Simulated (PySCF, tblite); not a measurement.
**C6H5OS radical: geometry, infrared bands and EPR parameters**

What infrared bands and EPR parameters should C6H5OS radical (`Oc1ccc([S])cc1`) show?

Computed with tblite 0.8.0 and PySCF 2.14.0, with density-fitted response routines of our own, on a single molecule in the gas phase. Atoms are numbered from 0 throughout.

## (1) Starting geometry

13 atoms, charge 0, multiplicity 2; geometry from: force field or distance geometry start.

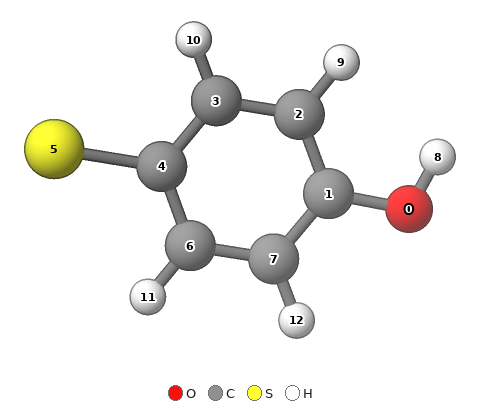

As it starts; oxygen red, carbon grey, sulfur yellow, hydrogen white, atoms numbered.

## (2) Optimising the geometry with GFN2-xTB

The job: settings as JSON, then the geometry in Å.

```
{"job": {"kind": "relax", "xc": "GFN2-xTB", "basis": "xTB"}, "charge": 0, "multiplicity": 2}
O     -2.530800    -0.140000    -0.250900
C     -1.184700    -0.077900    -0.132900
C     -0.535400     1.077000     0.310900
C      0.846200     1.107700     0.417000
C      1.585200    -0.040500     0.120300
S      3.373900    -0.007200     0.264500
C      0.946100    -1.196300    -0.321300
C     -0.440100    -1.216500    -0.432000
H     -2.878100     0.729500     0.007700
H     -1.105700     1.974800     0.559700
H      1.349500     1.999800     0.758800
H      1.521000    -2.088500    -0.558800
H     -0.951400    -2.121300    -0.760700
```

Run with:

```console
OMP_NUM_THREADS=1 python probes_run.py task.json out
```

The driver reads the jobs from task.json and runs them one after another.

Log:

```text
step      E/eV     max force
  0    -616.65932    1.475
  1    -616.71694    0.937
  2    -616.73827    0.492
  3    -616.74416    0.331
  4    -616.74724    0.119
  5    -616.74788    0.074
  6    -616.74831    0.055
  7    -616.74857    0.056
  8    -616.74895    0.054
  9    -616.74917    0.039
 10    -616.74932    0.029
 11    -616.74943    0.031
 12    -616.74954    0.032
 13    -616.74962    0.022
 14    -616.74966    0.017
 15    -616.74969    0.016
 16    -616.74971    0.011
 17    -616.74972    0.007
```

It took 0.09 s on 1 thread of Arm Neoverse V2, shared host.

Relaxation path:

```
step  energy from step 0 (eV)  largest force (eV/Å)
   0                   0.0000                1.4748
   1                  -0.0576                0.9374
   2                  -0.0790                0.4918
   3                  -0.0848                0.3313
   4                  -0.0879                0.1185
   5                  -0.0886                0.0744
   6                  -0.0890                0.0551
   7                  -0.0892                0.0557
   8                  -0.0896                0.0540
   9                  -0.0899                0.0394
  10                  -0.0900                0.0291
  11                  -0.0901                0.0308
  12                  -0.0902                0.0325
  13                  -0.0903                0.0217
  14                  -0.0903                0.0175
  15                  -0.0904                0.0156
  16                  -0.0904                0.0108
  17                  -0.0904                0.0075
```

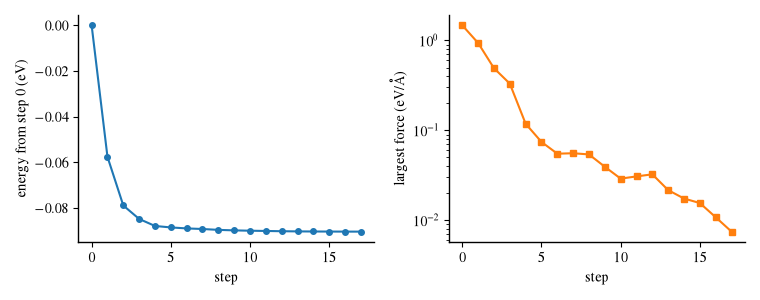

Energy and force, step by step.

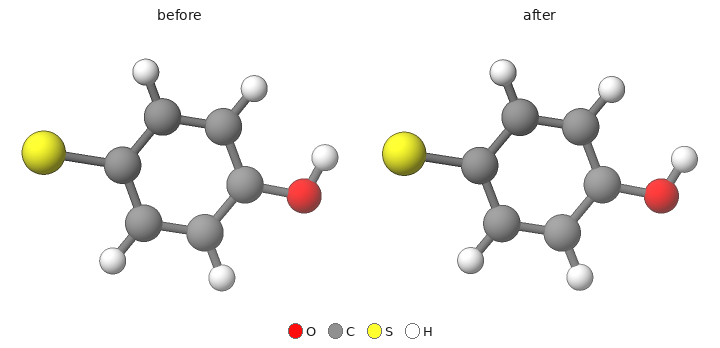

Before and after, at one scale.

Close pairs (by a distance rule), those that changed most:

```
  bond  before (Å)  after (Å)  change (Å)
 C4–S5       1.795      1.715      -0.079
 C6–C7       1.391      1.373      -0.018
C7–H12       1.090      1.078      -0.012
 C4–C6       1.393      1.404      +0.011
 C2–C3       1.386      1.375      -0.011
 C2–H9       1.092      1.082      -0.010
C6–H11       1.088      1.079      -0.009
 C1–C7       1.393      1.399      +0.006
```

The next job starts from the end point, and lists it.

## (3) Vibrational analysis with GFN2-xTB

The job: settings as JSON, then the geometry in Å.

```
{"job": {"kind": "ir", "xc": "GFN2-xTB", "basis": "xTB"}, "charge": 0, "multiplicity": 2}
O     -2.516446    -0.136294    -0.246835
C     -1.173455    -0.074035    -0.119134
C     -0.518894     1.082392     0.310022
C      0.851389     1.101663     0.425449
C      1.605126    -0.038475     0.114258
S      3.314364    -0.015356     0.256977
C      0.940611    -1.197477    -0.315923
C     -0.427136    -1.215153    -0.430791
H     -2.918488     0.707704    -0.004417
H     -1.096567     1.964945     0.551402
H      1.362153     1.992854     0.756187
H      1.523061    -2.073776    -0.554668
H     -0.950107    -2.098506    -0.760255
```

Log:

```text
mode    cm-1     km/mol
  1     106.0      1.01
  2     240.7      3.01
  3     295.1      0.07
  4     358.0      8.79
  5     368.8      6.95
  6     394.5      7.91
  7     458.6    124.65
  8     482.3     34.28
  9     603.2      0.74
 10     656.8      2.77
 11     663.4      1.23
 12     807.0     48.62
 13     840.3     16.44
 14     844.0      1.03
 15     901.6      0.05
 16     914.0      0.42
 17     996.8      0.01
 18    1085.7     25.79
 19    1111.7     32.50
 20    1141.7    200.42
 21    1180.3     20.13
 22    1261.3      2.19
 23    1276.8    315.02
 24    1336.6     69.85
 25    1419.9     18.84
 26    1448.5    141.94
 27    1532.6     22.11
 28    1576.1    259.17
 29    3060.6     32.75
 30    3100.1      6.11
 31    3101.3      9.52
 32    3114.2     10.48
 33    3501.0     46.11
```

It took 0.35 s on 1 thread of Arm Neoverse V2, shared host.

The strongest bands and the atoms that carry them (share of the mass-weighted mode):

```
cm⁻¹  km/mol                                 atoms
 459   124.7                               H8 68 %
 807    48.6  H9 25 %, H10 18 %, H12 11 %, C1 10 %
1142   200.4            H8 51 %, H12 22 %, H9 11 %
1277   315.0            C1 36 %, H10 17 %, O0 15 %
1337    69.8    C4 22 %, C1 21 %, C3 16 %, C6 14 %
1448   141.9             C1 24 %, C6 18 %, C3 12 %
1576   259.2    C7 26 %, C2 25 %, C6 17 %, C3 16 %
3501    46.1                               H8 94 %
```

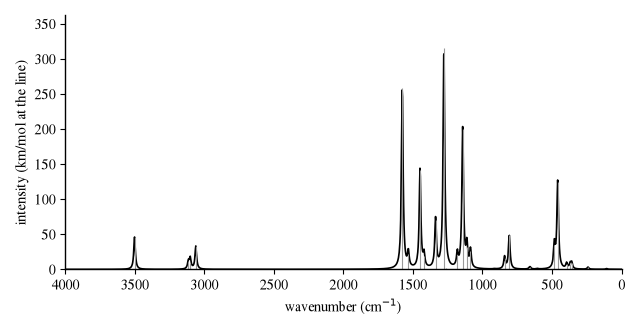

The infrared spectrum from these modes, unscaled. Lines are broadened to a width of 14 cm⁻¹ (Lorentzian).

## (4) g tensor and hyperfine couplings: B3LYP/pcH-1

Same as in step 3 but for these lines:

```diff
@@ -1,2 +1,2 @@
-{"job": {"kind": "ir", "xc": "GFN2-xTB", "basis": "xTB"}, "charge": 0, "multiplicity": 2}
+{"job": {"kind": "epr", "basis": "pcH-1"}, "charge": 0, "multiplicity": 2}
 O     -2.516446    -0.136294    -0.246835
```

Level: UKS B3LYP, pcH-1 on C H O S, non-relativistic, mean-field spin-orbit, GIAO.

Log:

```text
UKS, coarse grid
  cycle   1  E = -704.96575542  |g| = 4.63e-01
  cycle   2  E = -704.89226193  |g| = 6.54e-01
  cycle   3  E = -705.05473945  |g| = 1.02e-01
  cycle   4  E = -705.05900938  |g| = 4.35e-02
  cycle   5  E = -705.05996015  |g| = 1.60e-02
  cycle   6  E = -705.06012416  |g| = 9.83e-03
  cycle   7  E = -705.06018980  |g| = 3.70e-03
  cycle   8  E = -705.06020253  |g| = 1.70e-03
  cycle   9  E = -705.06020575  |g| = 6.93e-04
UKS, final grid
  cycle   1  E = -705.06020650  |g| = 1.08e-03
  cycle   2  E = -705.06020543  |g| = 1.88e-03
  cycle   3  E = -705.06020723  |g| = 1.55e-04
  cycle   4  E = -705.06020727  |g| = 1.42e-04
  cycle   5  E = -705.06020731  |g| = 5.56e-05
  cycle   6  E = -705.06020731  |g| = 9.20e-06
E = -705.06020731 Eh   <S^2> = 0.7631 (exact 0.7500)
g shifts (ppm)      1          2          3
  rmc          -219       -219       -219
  gc             -6         45         47
  oz_so          72      10388     114695
  total        -152      10215     114523
hyperfine (MHz)  atom isotope    a_iso     a_fc   dipolar eigenvalues
    0   17O      -6.17      -6.17    -19.91      9.70     10.21
    1   13C      14.68      14.68    -14.90    -13.99     28.89
    2   13C     -12.64     -12.64     -7.38      3.25      4.13
    3   13C      10.87      10.87    -11.88    -11.49     23.37
    4   13C     -19.68     -19.68     -1.95      0.17      1.77
    5   33S      14.52      14.52    -66.05    -65.85    131.90
    6   13C       9.83       9.83    -10.71    -10.32     21.03
    7   13C     -12.33     -12.33     -7.72      3.48      4.24
    8    1H      -3.90      -3.90     -3.88     -2.50      6.38
    9    1H       2.67       2.67     -1.84      0.24      1.60
   10    1H     -10.23     -10.23     -3.22     -2.21      5.43
   11    1H      -9.33      -9.33     -2.77     -2.19      4.96
   12    1H       2.89       2.89     -1.80      0.07      1.73
```

Wall time 56 s (1 thread of Arm Neoverse V2, shared host); peak memory 0.95 GiB.

Principal g values 2.00217, 2.01253, 2.11684; g(iso) = 2.04385, against 2.00232 for a free electron. They are not to be trusted: the run shows nearly degenerate orbitals, where second-order g theory doesn't apply.

Mean a(iso) over the nuclei that a row names, and the largest dipolar term of the row (other rows stand at the frozen geometry):

```
  nuclei  isotope  a(iso) (MHz)  a(iso) (G, at g = 2.0023)  largest dipolar term (MHz)
      C4      13C         -19.7                       -7.0                        -1.9
      C1      13C          14.7                        5.2                        28.9
      S5      33S          14.5                        5.2                       131.9
  C2, C7      13C         -12.5                       -4.5                        -7.7
  C3, C6      13C          10.3                        3.7                        23.4
H10, H11       1H          -9.8                       -3.5                         5.4
      O0      17O          -6.2                       -2.2                       -19.9
      H8       1H          -3.9                       -1.4                         6.4
 H9, H12       1H           2.8                        1.0                        -1.8
```

Mulliken spin populations:

O0 0.04; C1 0.17; C2 -0.07; C3 0.15; C4 -0.06; S5 0.72; C6 0.13; C7 -0.07; H8 0.00; H9 0.00; H10 -0.01; H11 -0.01; H12 0.00

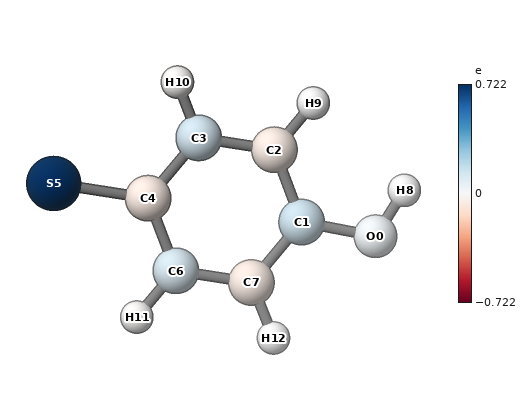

Mulliken spin populations, as colours on the atoms.

The fields below are evaluated on a grid from the run's orbitals.

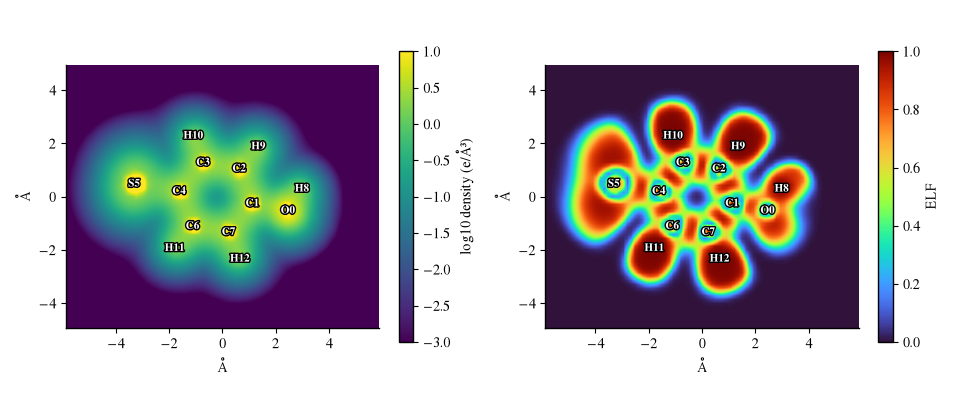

Density (left) and ELF (right) in a plane through or near 13 of the atoms.

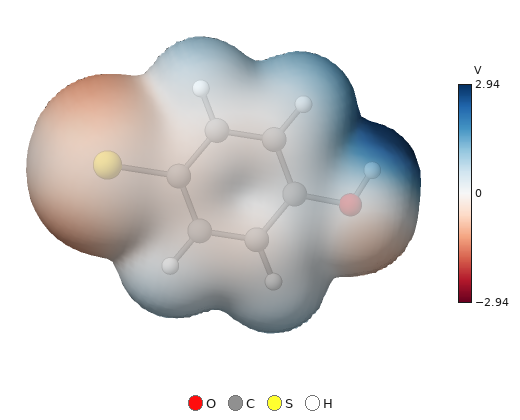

Electrostatic potential on the surface of density 0.002 e/bohr³; red is low, blue high. It runs from -1.15 V near S5 to 2.94 V near H8.

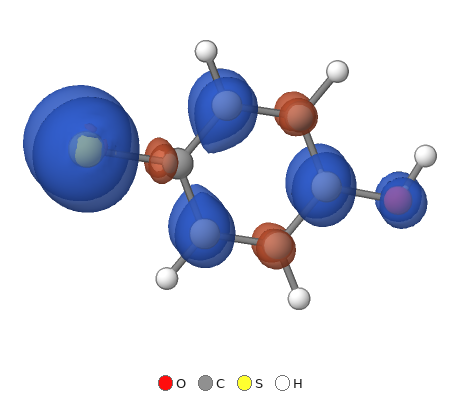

Spin density at ±0.02 e/Å³ (alpha excess blue, beta excess red).

## (5) Summary of results

```
                                                                  quantity                                            value
                                 strongest single infrared mode (GFN2-xTB)                            1277 cm⁻¹, 315 km/mol
                                              zero-point energy (GFN2-xTB)                                    57.4 kcal/mol
                                                            g(iso) (B3LYP)                                          2.04385
                                                                      ⟨S²⟩                               0.763 (exact 0.75)
                                        largest a(iso) (averaged by class)                             13C on C4, -19.7 MHz
potential on the surface of density 0.002 e/bohr³, 1st and 99th percentile                               -1.15 V and 2.94 V
                                             property runs in this session  1, of which 0 failed and 1 gave unsound results
```

In words: Over 17 steps the energy fell by 0.090 eV; of the close pairs, C4–S5 changed most, 1.795 to 1.715 Å. All 33 modes are real, so the xTB geometry is a minimum. The strongest single mode, at 1277 cm⁻¹, has its largest shares on C1, H10 and O0 (the list is cut at 3 atoms). GFN2-xTB is a fitted tight-binding method: band positions and strengths are rough. Its intensities can rank the bands wrongly. S5 carries the largest spin population, 0.72 e. The isotropic g lies 41.5 ppt above the free-electron value. These values are not to be trusted: the run shows nearly degenerate orbitals, where second-order g theory doesn't apply. The conformer search found further structures of the same energy, which may be mirror or relabelled copies of this one.
